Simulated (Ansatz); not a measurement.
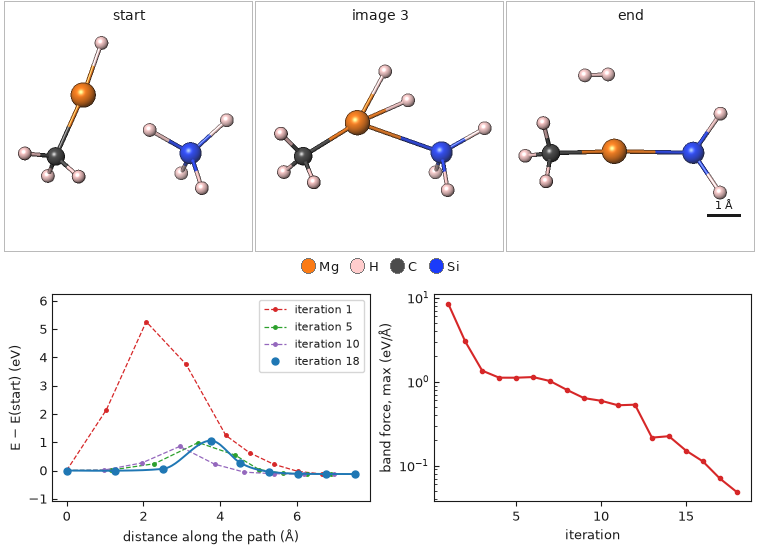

A search for the minimum-energy path of CH8MgSi, made up at the start of CH4Mg and SiH$_{4}$ by the nudged elastic band. Images are numbered from 0 (start) to 8 (end). The plot follows the band through its iterations. Style: ball-and-stick. Shown at a tilt.

These are results of Ansatz 0.2.0, RKS PBE-D4/def2-SVP, not measurements. Settings: 7 movable images; climbing image; force threshold 0.05 eV/Å; iteration limit 60; starting path through a guess of the saddle point.

**Did the band converge, and can the barrier be trusted?**

The result is final at these settings. The band converged in 18 iterations. The largest component of the band force went from 8.5 to 0.048 eV/Å. The climbing image converged on the top of the path. Its vibrational analysis gives one imaginary mode (1078i cm⁻¹), as a transition state must have. The first iteration put the highest image at 5.26 eV. The energy climbs by 1.05 eV to image 3 and then falls by 1.18 eV, so the end point sits at −0.12 eV.

Limits of the set-up: the start holds two separate molecules, 2.4 Å apart at their closest, whose relative position is a soft coordinate.

The run took 3.4 min on 2 threads of Intel(R) Xeon(R) Platinum 8259CL CPU @ 2.50GHz (Skylake/Cascade Lake), with other jobs on the host, peak memory 0.17 GiB.
